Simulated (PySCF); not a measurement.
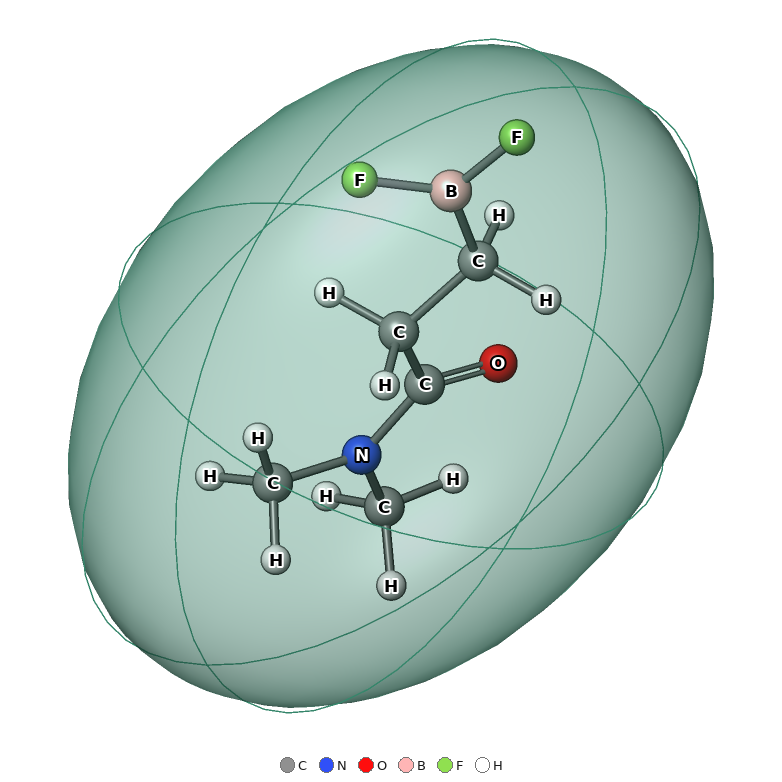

The ellipsoid shows the static dipole polarisability: its half-axes are proportional to the principal values. The geometry was computed by an optimisation with PBE0-D3(BJ)/def2-SVP. No frequency run is at hand to confirm it as a minimum. Computed with ωB97X-D/def2-SVPD (PySCF 2.14.0).

How large and how anisotropic is the polarisability?

Principal values 65.6, 85.1, 105.2 bohr³; mean 85.3 bohr³ (12.64 Å³); anisotropy 34.4 bohr³, so the longest axis is 1.61 times the shortest.
